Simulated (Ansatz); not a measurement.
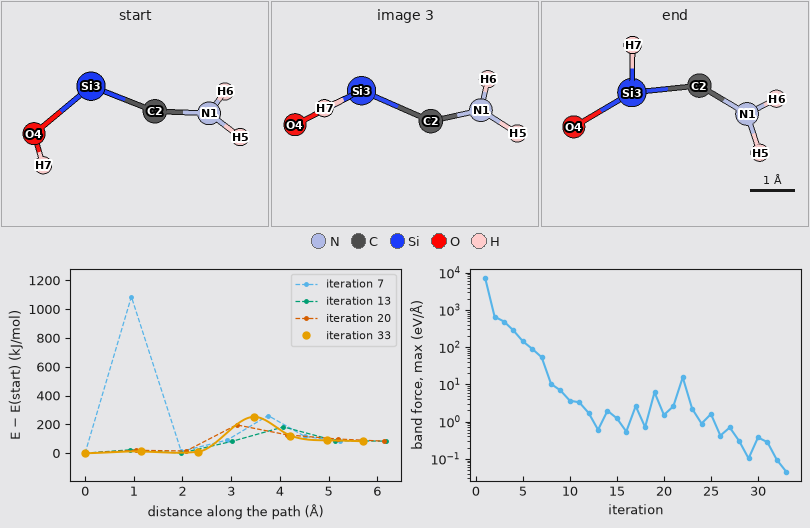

A search for the minimum-energy path of CH$_{3}$NOSi by the nudged elastic band. Images are numbered from 0 (start) to 6 (end). The plot follows the band through its iterations. The picture is a ball-and-stick view, seen from a free direction.

All numbers below come from UKS PBE-D4/6-31G in Ansatz 0.2.0. Settings: 5 movable images; climbing image; force threshold 0.05 eV/Å; iteration limit 60; starting path through a guess of the saddle point.

Judge this run.

The run is converged, with reservations. The band converged in 33 iterations. The largest component of the band force went from 7100 to 0.045 eV/Å. The climbing image converged on the top of the path. Its vibrational analysis gives one imaginary mode (1131i cm⁻¹), as a transition state must have. The first iteration put the highest image at 64997.1 kJ/mol. The energy climbs by 252.4 kJ/mol to image 3 and then falls by 169.0 kJ/mol, so the end point sits at +83.4 kJ/mol.

The run took 4.2 min on 1 thread of Intel(R) Xeon(R) 6975P-C (Granite Rapids), on a shared host, peak memory 0.13 GiB.
